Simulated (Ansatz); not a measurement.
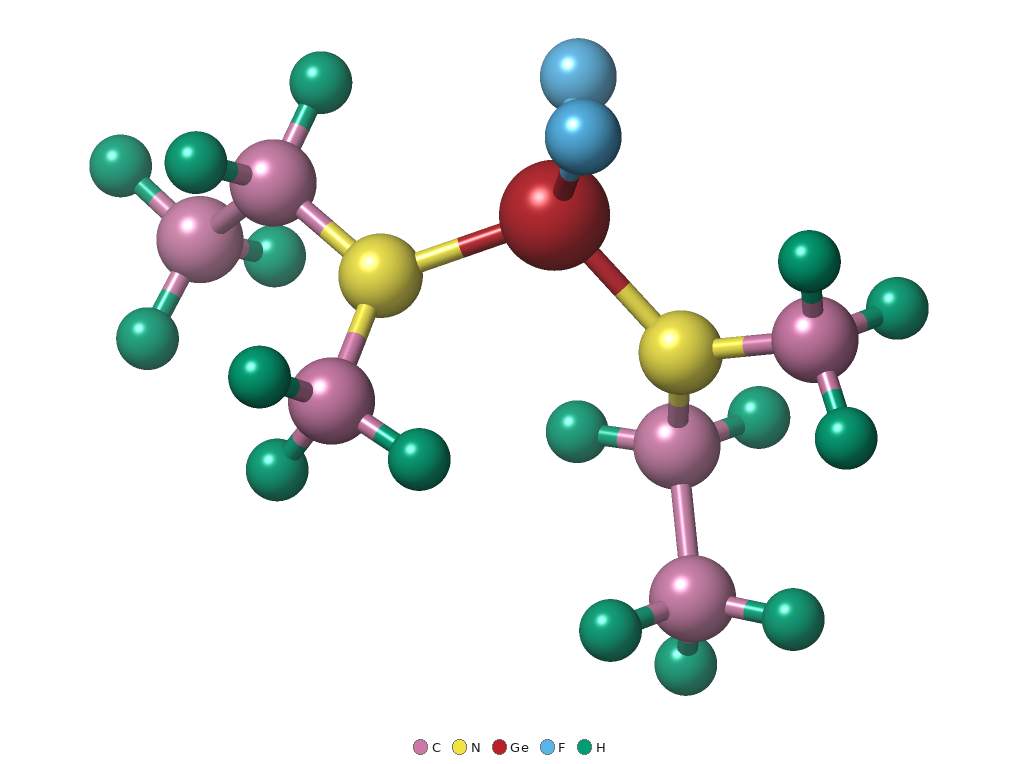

The picture shows the input geometry.

Input file:

```yaml
crystal:
  periodic: [false, false, false]
  atoms:
    - {symbol: C, position_ang: [-1.418792, 3.176217, -0.029884]}
    - {symbol: C, position_ang: [-0.308587, 2.617491, 0.843496]}
    - {symbol: N, position_ang: [-0.221170, 1.168493, 0.793758]}
    - {symbol: C, position_ang: [-1.275870, 0.450187, 1.473530]}
    - {symbol: Ge, position_ang: [1.320735, 0.342672, 0.418443]}
    - {symbol: F, position_ang: [2.225780, 1.464955, -0.543533]}
    - {symbol: F, position_ang: [2.383812, 0.089615, 1.763014]}
    - {symbol: N, position_ang: [1.068920, -1.276978, -0.305757]}
    - {symbol: C, position_ang: [2.108614, -2.281887, -0.235403]}
    - {symbol: C, position_ang: [0.129734, -1.419561, -1.405247]}
    - {symbol: C, position_ang: [-0.790237, -2.618703, -1.254726]}
    - {symbol: H, position_ang: [-1.260198, 2.899064, -1.074361]}
    - {symbol: H, position_ang: [-2.401162, 2.809781, 0.275896]}
    - {symbol: H, position_ang: [-1.439722, 4.266637, 0.036783]}
    - {symbol: H, position_ang: [0.646107, 3.035588, 0.517881]}
    - {symbol: H, position_ang: [-0.457520, 2.941052, 1.884329]}
    - {symbol: H, position_ang: [-2.246935, 0.617889, 0.995492]}
    - {symbol: H, position_ang: [-1.080503, -0.623433, 1.447706]}
    - {symbol: H, position_ang: [-1.360345, 0.752716, 2.526354]}
    - {symbol: H, position_ang: [2.676896, -2.347823, -1.173683]}
    - {symbol: H, position_ang: [2.804445, -2.047981, 0.570261]}
    - {symbol: H, position_ang: [1.685979, -3.269618, -0.026558]}
    - {symbol: H, position_ang: [0.674343, -1.492695, -2.358973]}
    - {symbol: H, position_ang: [-0.475679, -0.509916, -1.462076]}
    - {symbol: H, position_ang: [-0.234358, -3.558285, -1.245763]}
    - {symbol: H, position_ang: [-1.363093, -2.554492, -0.326920]}
    - {symbol: H, position_ang: [-1.492792, -2.661386, -2.090358]}
basis:
  gaussian: {orbitals: aug-cc-pVDZ}
total_charge: 1
magnetization: {spin_polarized: false, initial_magnetization: 1}
hamiltonian: {xc: {name: RPBE}, dispersion: d4, pseudopotentials: {relativity: none}}
```

It was started with:

```sh
ansatz run in.yaml --threads 11 --pin off --events-out ev --progress --plain --max-ram 174080MiB --backend cuda --devices 0, --max-vram 75GiB
```

What the program printed:

```
Functional definition: RPBE
  name "RPBE"
  cite "Hammer, Hansen & Nørskov, Phys. Rev. B 59, 7413 (1999) doi:10.1103/PhysRevB.59.7413"
  cite "Perdew, Burke & Ernzerhof, Phys. Rev. Lett. 77, 3865 (1996) doi:10.1103/PhysRevLett.77.3865"
  parameter kappa = 0.804
  parameter beta = 0.06672455060314922
  exchange = rpbe_x(kappa = kappa, mu = beta*pi^2/3)
  correlation = pbe_c(beta = beta)
3709 factors; their error is unknown
mean field evaluation 1: about -71365.6047 eV, gradient 1.4e2 eV
mean field evaluation 2: about -71255.8257 eV, gradient 2.4e2 eV
mean field evaluation 4: about -71400.5007 eV, gradient 5.2e1 eV
mean field evaluation 8: about -71405.4599 eV, gradient 2.4e1 eV
mean field evaluation 16: about -71365.5854 eV, gradient 1.4e2 eV
mean field evaluation 32: about -71407.2302 eV, gradient 1.1e-5 eV
mean field evaluation 64: about -71407.2298 eV, gradient 3.6e-1 eV
mean field -71407.40855453 eV, -2624.1738626991 hartree, gradient 2.0e-5 eV, S^2 0.750000; 2 other end points of the search recorded, 0 dependent functions left out
reference -71407.40867300 eV, -2624.1738670526 hartree; 58, 57 occupied and 352, 353 virtual orbitals, 3709 factors
Total energy: -71409.73105347 eV, -2624.2592129608 hartree
```

The calculation finished and met its thresholds.
